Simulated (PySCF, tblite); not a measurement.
**C6H8AlF3: geometry, infrared bands, NMR shifts and electronic excitations, part 1 of 2**

What infrared bands, NMR shifts and electronic excitations should C6H8AlF3 (`FC(F)=C(F)[C@H]1CC[CH2][AlH]1`) show?

Programs: tblite 0.8.0 and PySCF 2.14.0, with density-fitted response routines of our own. Each step states its level of theory. These are calculated values for one molecule in the gas phase, unless marked as measured. Atoms count from 0, in the outputs and in this text.

## Step 1: Starting geometry

18 atoms, charge 0, multiplicity 1; geometry from: force field or distance geometry start.

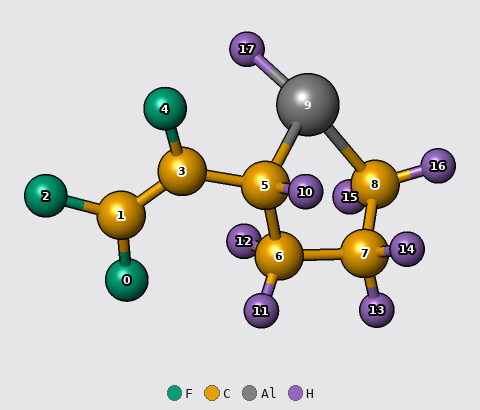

The starting geometry (fluorine teal, carbon amber, aluminium grey, hydrogen purple), atoms numbered.

## Step 2: Relaxing the molecule with GFN2-xTB

What the job is given:

```
{"job": {"kind": "relax", "xc": "GFN2-xTB", "basis": "xTB"}, "charge": 0, "multiplicity": 1}
F      2.265600    -1.373300     0.663700
C      2.655600    -0.171100     0.153300
F      3.975300     0.155300     0.334000
C      1.853600     0.674200    -0.480700
F      2.416200     1.833500    -0.911800
C      0.426000     0.453800    -0.734900
C     -0.123000    -0.853600    -0.210800
C     -1.612800    -0.811000    -0.378100
C     -2.181600     0.182400     0.630000
Al    -0.773700     1.609300     0.403600
H      0.150100     0.529400    -1.803800
H      0.362200    -1.697200    -0.695800
H      0.043100    -0.799400     0.914700
H     -2.000800    -1.829600    -0.132500
H     -1.936700    -0.561900    -1.413000
H     -2.186400    -0.213300     1.661800
H     -3.163600     0.541500     0.272500
H     -0.178000     2.337300     1.715900
```

The run is started by

```bash
$ OMP_NUM_THREADS=1 python probes_run.py task.json out
```

The driver reads the jobs from task.json and runs them one after another.

Log:

```text
step      E/eV     max force
  0    -873.45109    1.749
  1    -873.67971    1.387
  2    -873.85079    1.206
  3    -873.95700    0.951
  4    -874.01898    0.676
  5    -874.05116    0.511
  6    -874.08485    0.412
  7    -874.10737    0.364
  8    -874.12246    0.244
  9    -874.13226    0.219
 10    -874.14177    0.288
 11    -874.15218    0.305
 12    -874.16266    0.254
 13    -874.17172    0.243
 14    -874.18010    0.258
 15    -874.18961    0.275
 16    -874.20035    0.255
 17    -874.20961    0.208
 18    -874.21576    0.156
 19    -874.22072    0.175
 20    -874.22673    0.215
 21    -874.23424    0.209
 22    -874.24147    0.215
 23    -874.24661    0.171
 24    -874.24999    0.128
 25    -874.25249    0.124
 26    -874.25460    0.106
 27    -874.25619    0.090
 28    -874.25731    0.092
 29    -874.25828    0.087
 30    -874.25927    0.074
 31    -874.26023    0.069
 32    -874.26100    0.080
 33    -874.26157    0.057
 34    -874.26207    0.067
 35    -874.26266    0.071
 36    -874.26345    0.086
 37    -874.26444    0.093
 38    -874.26557    0.081
 39    -874.26678    0.087
 40    -874.26810    0.090
 41    -874.26952    0.096
 42    -874.27098    0.087
 43    -874.27230    0.094
 44    -874.27345    0.080
 45    -874.27454    0.098
 46    -874.27579    0.094
 47    -874.27704    0.078
 48    -874.27818    0.078
 49    -874.27910    0.066
 50    -874.27991    0.069
 51    -874.28060    0.064
 52    -874.28123    0.056
 53    -874.28176    0.048
 54    -874.28219    0.046
 55    -874.28250    0.036
 56    -874.28273    0.040
 57    -874.28291    0.037
 58    -874.28312    0.044
 59    -874.28335    0.047
 60    -874.28361    0.036
 61    -874.28387    0.045
 62    -874.28411    0.033
 63    -874.28430    0.027
 64    -874.28443    0.026
 65    -874.28453    0.027
 66    -874.28461    0.022
 67    -874.28470    0.021
 68    -874.28478    0.022
 69    -874.28489    0.027
 70    -874.28503    0.037
 71    -874.28522    0.035
 72    -874.28542    0.030
 73    -874.28559    0.031
 74    -874.28574    0.029
 75    -874.28593    0.032
 76    -874.28621    0.043
 77    -874.28654    0.047
 78    -874.28685    0.050
 79    -874.28709    0.042
 80    -874.28731    0.033
 81    -874.28754    0.034
 82    -874.28781    0.051
 83    -874.28811    0.071
 84    -874.28850    0.076
 85    -874.28900    0.063
 86    -874.28960    0.063
 87    -874.29012    0.054
 88    -874.29059    0.046
 89    -874.29103    0.056
 90    -874.29155    0.061
 91    -874.29207    0.055
 92    -874.29273    0.056
 93    -874.29344    0.059
 94    -874.29423    0.082
 95    -874.29536    0.111
 96    -874.29598    0.176
 97    -874.29724    0.122
 98    -874.29928    0.101
 99    -874.30158    0.144
100    -874.30511    0.255
101    -874.30915    0.252
102    -874.31388    0.421
103    -874.32087    0.527
104    -874.33504    0.403
105    -874.35439    0.571
106    -874.38521    0.631
107    -874.40945    0.870
108    -874.19466    3.855
109    -874.45194    0.460
110    -874.45602    1.004
111    -874.48508    0.492
112    -874.50531    0.517
113    -874.52422    0.427
114    -874.54954    0.284
115    -874.56079    0.317
116    -874.56201    0.637
117    -874.57900    0.266
118    -874.58402    0.216
119    -874.59039    0.232
120    -874.59908    0.189
121    -874.60660    0.175
122    -874.61317    0.191
123    -874.61656    0.117
124    -874.61890    0.103
125    -874.62080    0.108
126    -874.62276    0.136
127    -874.62490    0.132
128    -874.62704    0.133
129    -874.62871    0.084
130    -874.62998    0.091
131    -874.63130    0.093
132    -874.63276    0.105
133    -874.63424    0.096
134    -874.63536    0.067
135    -874.63628    0.074
136    -874.63682    0.046
137    -874.63709    0.042
138    -874.63729    0.040
139    -874.63752    0.047
140    -874.63780    0.046
141    -874.63801    0.034
142    -874.63817    0.038
143    -874.63833    0.034
144    -874.63853    0.035
145    -874.63875    0.039
146    -874.63898    0.045
147    -874.63921    0.044
148    -874.63948    0.047
149    -874.63983    0.053
150    -874.64023    0.044
151    -874.64059    0.036
152    -874.64087    0.033
153    -874.64110    0.036
154    -874.64130    0.030
155    -874.64146    0.035
156    -874.64159    0.038
157    -874.64170    0.033
158    -874.64183    0.023
159    -874.64198    0.028
160    -874.64211    0.026
161    -874.64221    0.026
162    -874.64228    0.018
163    -874.64233    0.011
164    -874.64236    0.017
165    -874.64239    0.018
166    -874.64241    0.013
167    -874.64243    0.010
168    -874.64245    0.009
```

It took 2.5 s on 1 thread of Arm Neoverse N1, shared host; peak memory 0.18 GiB.

Step by step: (not every step is listed)

| step | energy from step 0 (eV) | largest force (eV/Å) |
| --- | --- | --- |
| 0 | 0.0000 | 1.7492 |
| 1 | -0.2286 | 1.3874 |
| 2 | -0.3997 | 1.2057 |
| 3 | -0.5059 | 0.9515 |
| 4 | -0.5679 | 0.6760 |
| 5 | -0.6001 | 0.5110 |
| 6 | -0.6338 | 0.4121 |
| 7 | -0.6563 | 0.3642 |
| 8 | -0.6714 | 0.2440 |
| 23 | -0.7955 | 0.1708 |
| 38 | -0.8145 | 0.0805 |
| 53 | -0.8307 | 0.0480 |
| 68 | -0.8337 | 0.0216 |
| 83 | -0.8370 | 0.0705 |
| 98 | -0.8482 | 0.1011 |
| 113 | -1.0731 | 0.4266 |
| 128 | -1.1759 | 0.1332 |
| 143 | -1.1872 | 0.0336 |
| 158 | -1.1907 | 0.0227 |
| 163 | -1.1912 | 0.0114 |
| 164 | -1.1913 | 0.0170 |
| 165 | -1.1913 | 0.0178 |
| 166 | -1.1913 | 0.0128 |
| 167 | -1.1913 | 0.0104 |
| 168 | -1.1914 | 0.0087 |

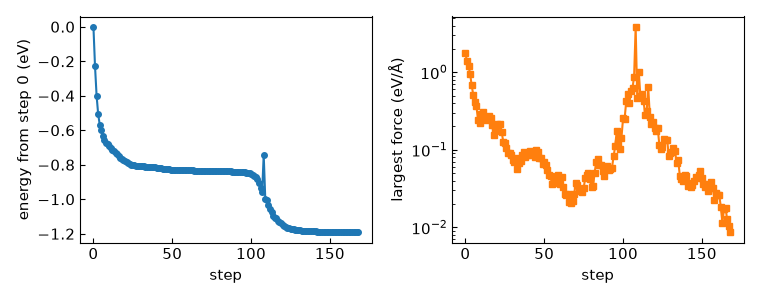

Energy and force, step by step.

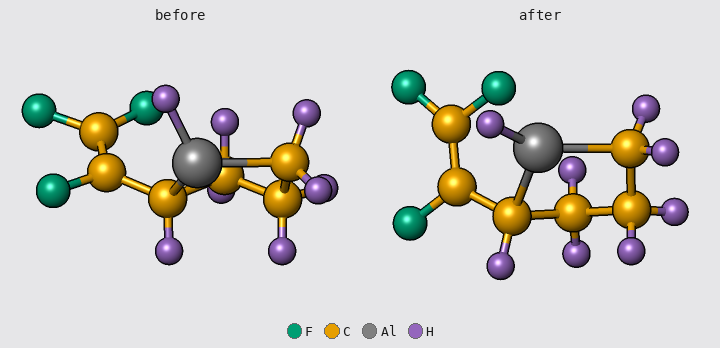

Before and after, at one scale.

Close pairs (by a distance rule), those that changed most:

| bond | before (Å) | after (Å) | change (Å) |
| --- | --- | --- | --- |
| F0–Al9 | 4.266 | 2.134 | -2.132 |
| Al9–H17 | 1.615 | 1.534 | -0.080 |
| C1–F2 | 1.371 | 1.323 | -0.049 |
| C5–Al9 | 2.018 | 2.063 | +0.045 |
| C6–H12 | 1.139 | 1.094 | -0.045 |
| C5–C6 | 1.512 | 1.555 | +0.043 |
| C6–C7 | 1.500 | 1.536 | +0.036 |
| C7–H13 | 1.117 | 1.093 | -0.025 |

The final coordinates are the input of the step that follows.

## Step 3: Infrared spectrum with GFN2-xTB

What the job is given:

```
{"job": {"kind": "ir", "xc": "GFN2-xTB", "basis": "xTB"}, "charge": 0, "multiplicity": 1}
F      1.352191     0.292353     1.636063
C      2.306307     0.351605     0.641487
F      3.519458     0.244789     1.157752
C      1.880206     0.447278    -0.615046
F      2.785911     0.574570    -1.601588
C      0.442700     0.483661    -0.919626
C     -0.230552    -0.912630    -0.802411
C     -1.698407    -0.744985    -0.383070
C     -1.789135    -0.088602     1.015784
Al    -0.351560     1.277443     0.810995
H      0.326876     0.843625    -1.943753
H     -0.166628    -1.458592    -1.746370
H      0.278220    -1.508250    -0.038846
H     -2.193050    -1.719087    -0.395907
H     -2.196540    -0.107662    -1.118350
H     -1.593710    -0.856842     1.776453
H     -2.814794     0.246261     1.195697
H      0.133747     2.641382     1.319079
```

Log:

```text
mode    cm-1     km/mol
  1      62.6      1.31
  2      91.5      1.08
  3     115.3      1.39
  4     162.6     18.20
  5     202.8      2.81
  6     212.1      4.96
  7     254.0      3.88
  8     272.6      5.22
  9     317.0      6.63
 10     353.7     23.13
 11     408.9      3.60
 12     436.4     30.33
 13     489.9    111.57
 14     503.8     51.89
 15     505.3     50.60
 16     545.7     49.38
 17     580.7     39.31
 18     586.0     46.93
 19     663.2    206.50
 20     757.7     21.97
 21     847.0      8.29
 22     883.9     21.61
 23     938.3     13.69
 24     976.2     49.14
 25    1011.9     39.83
 26    1029.4    128.95
 27    1076.7     11.14
 28    1097.7    112.02
 29    1122.7      4.54
 30    1163.7     65.42
 31    1182.9    303.82
 32    1217.9     14.53
 33    1241.0      1.03
 34    1298.4     55.89
 35    1317.8     15.92
 36    1325.2      2.26
 37    1452.3      3.73
 38    1479.6      1.70
 39    1486.2      0.20
 40    1752.8     21.38
 41    1852.2    441.79
 42    2885.0     16.80
 43    2939.4     17.54
 44    2941.8     28.52
 45    2950.0     34.93
 46    2958.9     48.26
 47    2965.5     65.78
 48    2973.0     36.77
```

It took 1.4 s on 1 thread of Arm Neoverse N1, shared host; peak memory 0.18 GiB.

The strongest bands and the atoms that carry them (share of the mass-weighted mode):

| cm⁻¹ | km/mol | atoms |
| --- | --- | --- |
| 490 | 111.6 | H17 64 %, C3 11 % |
| 663 | 206.5 | C8 33 %, Al9 22 %, H16 19 %, H17 13 % |
| 1029 | 128.9 | C1 22 %, C5 18 % |
| 1098 | 112.0 | C1 30 %, H10 16 % |
| 1164 | 65.4 | C3 20 %, H10 16 %, C1 13 % |
| 1183 | 303.8 | C3 37 %, H10 25 %, C1 13 % |
| 1852 | 441.8 | H17 96 % |
| 2966 | 65.8 | H13 43 %, H14 17 %, H11 16 %, H10 14 % |

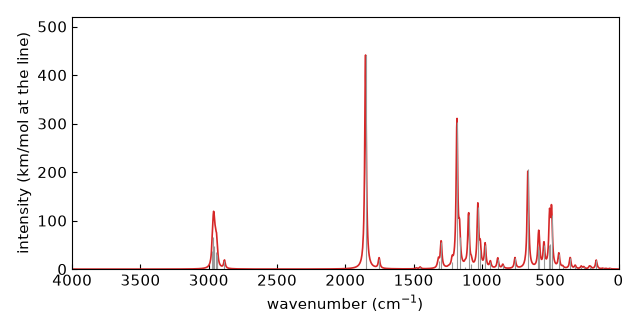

The infrared spectrum from these modes, unscaled. Lines are broadened to a width of 14 cm⁻¹ (Lorentzian).

## Step 4: Optimising the geometry at PBE0-D3(BJ)/def2-SVP

What the job is given:

```
{"job": {"xc": "PBE0", "basis": "def2-SVP", "d3": "d3bj", "grid": 1, "shake": 0.01, "kind": "geom"}, "charge": 0, "multiplicity": 1}
F      1.372600     0.266800     1.640240
C      2.300630     0.347080     0.639330
F      3.499260     0.242470     1.149100
C      1.913440     0.449540    -0.618570
F      2.783100     0.567890    -1.612140
C      0.438790     0.488480    -0.922010
C     -0.220970    -0.914630    -0.802170
C     -1.682950    -0.739530    -0.388120
C     -1.790960    -0.083200     1.035130
Al    -0.354260     1.275010     0.821020
H      0.318010     0.840710    -1.934930
H     -0.160820    -1.457680    -1.739670
H      0.249940    -1.498040    -0.048440
H     -2.209740    -1.716320    -0.388900
H     -2.200990    -0.118430    -1.118090
H     -1.594240    -0.842790     1.783930
H     -2.812860     0.257380     1.193640
H      0.124490     2.647220     1.324900
```

Log:

```text
step   0  E = -774.21913894  max force = 0.033665
step   1  E = -774.22982578  max force = 0.010693
step   2  E = -774.23073258  max force = 0.006937
step   3  E = -774.23211532  max force = 0.004342
step   4  E = -774.23262971  max force = 0.006004
step   5  E = -774.23284867  max force = 0.006947
step   6  E = -774.23323548  max force = 0.002307
step   7  E = -774.23333322  max force = 0.001296
step   8  E = -774.23347242  max force = 0.001818
step   9  E = -774.23361692  max force = 0.001958
step  10  E = -774.23370756  max force = 0.001167
step  11  E = -774.23373085  max force = 0.000535
step  12  E = -774.23374186  max force = 0.000347
optimisation converged
```

Run time: 7 min. Hardware: 1 thread of Arm Neoverse N1, shared host; peak memory 0.89 GiB.

Step by step:

| step | energy from step 0 (eV) | largest force component (eV/Å) |
| --- | --- | --- |
| 0 | 0.0000 | 1.7311 |
| 1 | -0.2908 | 0.5499 |
| 2 | -0.3155 | 0.3567 |
| 3 | -0.3531 | 0.2233 |
| 4 | -0.3671 | 0.3087 |
| 5 | -0.3731 | 0.3572 |
| 6 | -0.3836 | 0.1186 |
| 7 | -0.3862 | 0.0666 |
| 8 | -0.3900 | 0.0935 |
| 9 | -0.3940 | 0.1007 |
| 10 | -0.3964 | 0.0600 |
| 11 | -0.3971 | 0.0275 |
| 12 | -0.3974 | 0.0178 |

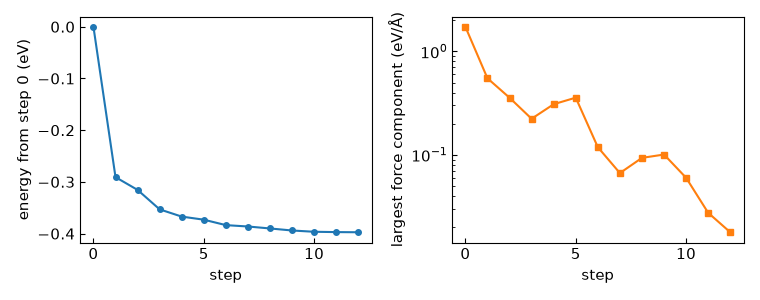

Energy and force, step by step.

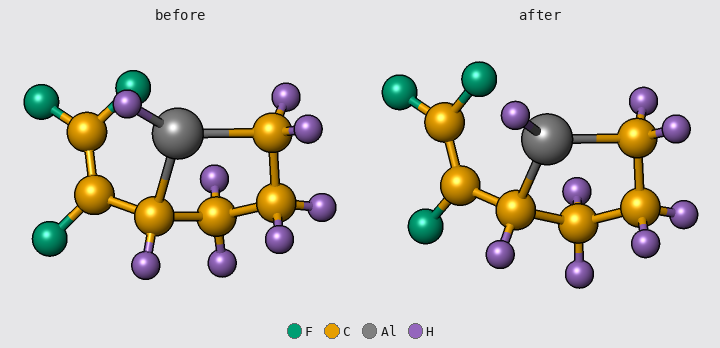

Before and after, at one scale.

Distances of close pairs at the start and the end, largest changes first:

| bond | before (Å) | after (Å) | change (Å) |
| --- | --- | --- | --- |
| F0–Al9 | 2.161 | 2.265 | +0.104 |
| C5–Al9 | 2.070 | 2.006 | -0.065 |
| Al9–H17 | 1.538 | 1.587 | +0.049 |
| C6–H12 | 1.063 | 1.105 | +0.042 |
| C3–C5 | 1.506 | 1.471 | -0.035 |
| C7–C8 | 1.571 | 1.540 | -0.031 |
| C5–H10 | 1.079 | 1.104 | +0.025 |
| C8–Al9 | 1.989 | 1.966 | -0.022 |

The final coordinates are the input of the step that follows.

| at the end point | value |
| --- | --- |
| point group (found at 0.08 Å tolerance) | C1 |
| rotational constants (GHz, main isotopes) | 1.851, 0.865, 0.673 |
| dipole moment (D) | 1.03 |

(Continued in part 2 of 2.)
